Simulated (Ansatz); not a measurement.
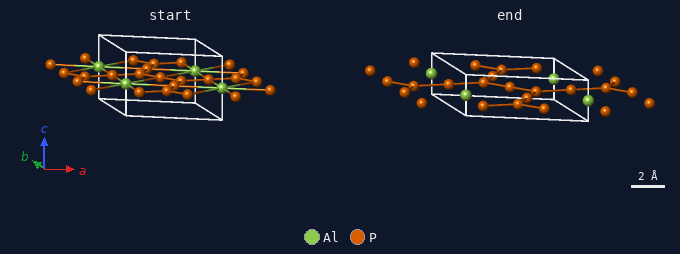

The structure of solid AlP5 (a generated structure, set up in P6/mmm) (coarse preliminary run) before (left) and after (right) a relaxation, at one scale.

Style: ball-and-stick. Shown: the cell of the calculation, slightly off an axis.

Method: Ansatz, DFT PBE, scalar-relativistic, plane waves, PAW. Set-up: plane-wave cutoff 420 eV; k-point mesh 3 × 3 × 4; occupations gaussian; smearing width 0.1 eV; no spin polarisation; cell and atoms relaxed; force threshold 0.04 eV/Å; at most 70 steps.

Summarise the run.

The atoms keep their places relative to the cell (all moves are under 0.005 Å). The drawn cell changes as follows: a = b 6.018 → 7.656 Å (+27.2 %), c 3.928 → 2.532 Å (−35.5 %); the volume changes by +4.3 %. Near-neighbour distances that change, for instance: P–P 3.928 → 2.532 Å, Al–Al 3.928 → 2.532 Å, Al–P 3.009 → 3.828 Å, P–P 1.737 → 2.210 Å. The space group stays P6/mmm (No. 191). After 15 accepted moves (17 points after the start) the energy has fallen by 2346 meV per atom. All forces vanish by symmetry, so only the cell relaxes. The pressure goes from 57.83 to 0.02 GPa. At 2 points the geometry stayed and the basis and grid were re-selected for the new cell (energy shift of 35.7 meV per atom at most each time).

Limits of the set-up: the k-point mesh is coarse for a cell with partly filled bands.
